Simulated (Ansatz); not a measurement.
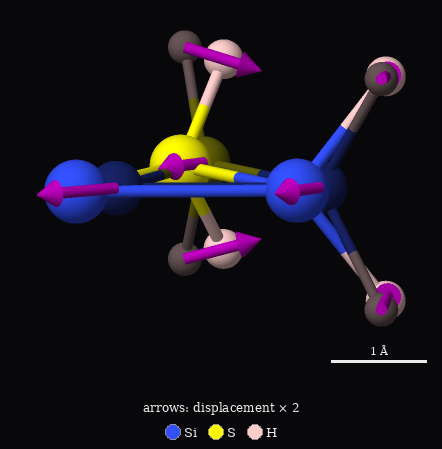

A relaxation of Si2H4S. The starting structure is drawn faded, the final one solid; purple arrows show the displacements, 2 times their true length. The two geometries are superimposed by the best rigid fit.

Style: ball-and-stick. Shown from a free direction.

It is one of the separated reactants of a reaction.

The calculation used Ansatz, RKS PBE-D4/def2-SVP. Set-up: force threshold 0.03 eV/Å; at most 250 steps.

**What happened in the run?**

The energy falls by 1.719 eV in 7 geometry steps. The largest force component goes from 2.9 to 0.01 eV/Å. The atom that moves furthest after the best rigid fit is a Si atom (0.50 Å). Largest moves by element: Si 0.50 Å, H 0.45 Å, S 0.34 Å. Among the contacts that change: Si–Si 2.151 → 2.329 Å, S–Si 2.151 → 2.272 Å, H–S 1.360 → 1.422 Å, H–Si 1.482 → 1.523 Å. Among the angles between lasting bonds that change: H–S–H 111.7° → 90.3°, Si–S–H 115.2° → 134.8°, S–Si–H 122.3° → 103.8°.
